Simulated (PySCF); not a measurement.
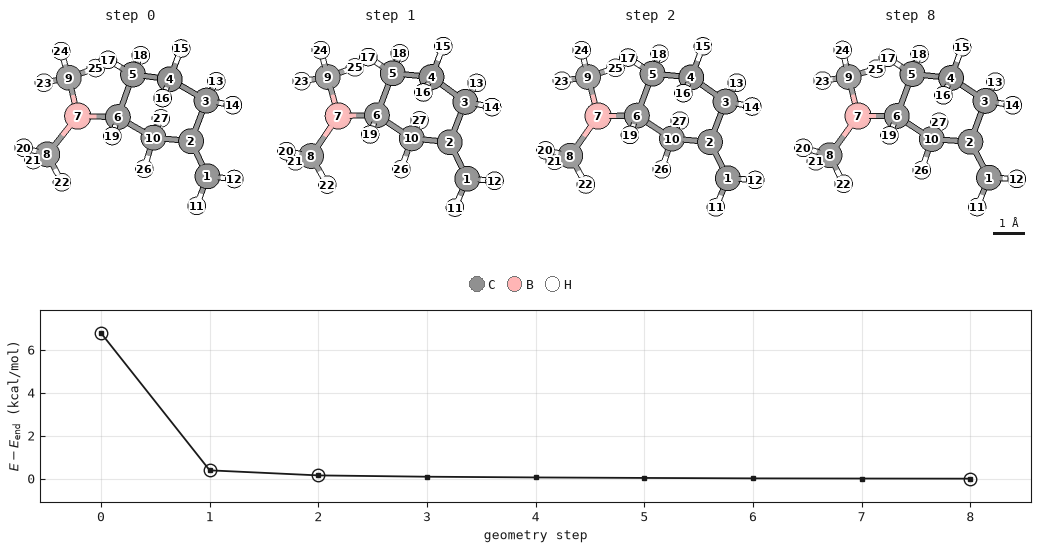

Frames of a relaxation of C9H17B, marked on the history of the run. The picture is a ball-and-stick view, seen at a tilt.

The start comes from GFN2-xTB. Its atoms were then displaced at random by about 0.01 Å.

Level of theory: PySCF, PBE0-D3(BJ)/def2-SVP geometry optimisation, gas phase. 

Describe the path.

Answer. H26 moves most after the best rigid fit: 0.14 Å. By element the largest moves are H 0.14 Å, C 0.10 Å, B 0.01 Å. Among the contacts that change: C1–C2 1.291 → 1.337 Å, C5–H18 1.071 → 1.105 Å, C8–H21 1.068 → 1.101 Å, C3–C4 1.562 → 1.530 Å. Bond angles that change, for instance: H11–C1–H12 112.9° → 117.2°, H20–C8–H21 109.6° → 105.7°, H23–C9–H25 104.8° → 108.4°. The energy falls by 6.78 kcal/mol in 8 geometry steps. From step 0 to 1: H22 moves most (0.21 Å), energy −6.39 kcal/mol. From step 1 to 2: H22 moves most (0.05 Å), energy −0.24 kcal/mol. From step 2 to 8: H20 moves most (0.13 Å), energy −0.15 kcal/mol.

```json
{"step": "0", "E − E(0), kcal/mol": "0.00"}
{"step": "1", "E − E(0), kcal/mol": "-6.39"}
{"step": "2", "E − E(0), kcal/mol": "-6.63"}
{"step": "3", "E − E(0), kcal/mol": "-6.69"}
{"step": "4", "E − E(0), kcal/mol": "-6.73"}
{"step": "5", "E − E(0), kcal/mol": "-6.75"}
{"step": "6", "E − E(0), kcal/mol": "-6.77"}
{"step": "7", "E − E(0), kcal/mol": "-6.78"}
{"step": "8", "E − E(0), kcal/mol": "-6.78"}
```
